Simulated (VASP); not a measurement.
Band structure of Co2Si (sg62). All values below come from PBE GGA, VASP's PBE PAW potentials (set 64) (plane waves; VASP 6.6.1).

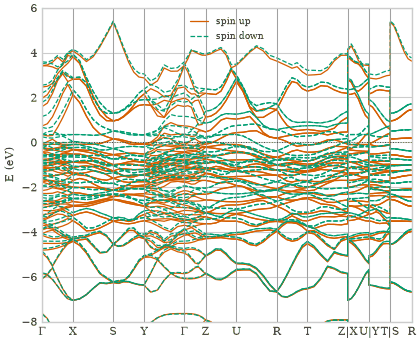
*Bands along high-symmetry lines, zero at the valence-band maximum or, without a gap, the Fermi level*

### Question
Read the plot: is there a gap, and where are the band edges?

### Answer
It has no gap at this level: it comes out as a metal or semimetal. (Edges off the drawn lines would not show.)

The compound is Co2Si in the sg62 structure. It was relaxed first.
